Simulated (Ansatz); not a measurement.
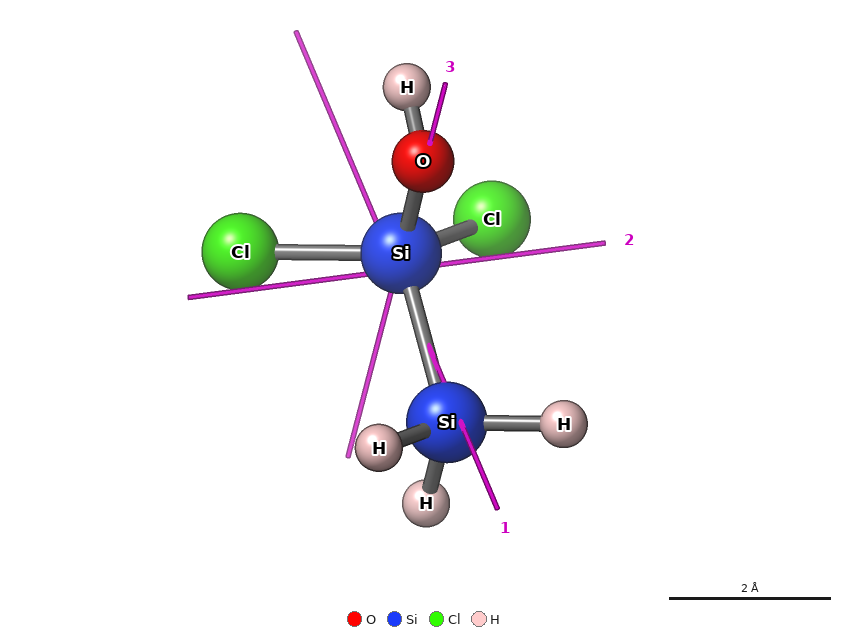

The three principal axes of inertia are drawn and numbered. Distant atoms are faded towards the background colour. The geometry was computed by an optimisation with PBE-D4/def2-SVP. No frequency run is at hand to confirm it as a minimum. Masses are those of the most abundant isotopes; constants are for the rigid equilibrium geometry.

### Which line is the a axis (least moment of inertia), which b and which c?

a is line 1, b is line 2, c is line 3; the moments are 292, 323, 429 u Å².

### Classify the rotor and give the rotational constants (cm⁻¹).

An asymmetric top (Cs): A = 0.0578, B = 0.0522, C = 0.0393 cm⁻¹. Ray's parameter κ is 0.39, nearer the oblate limit.
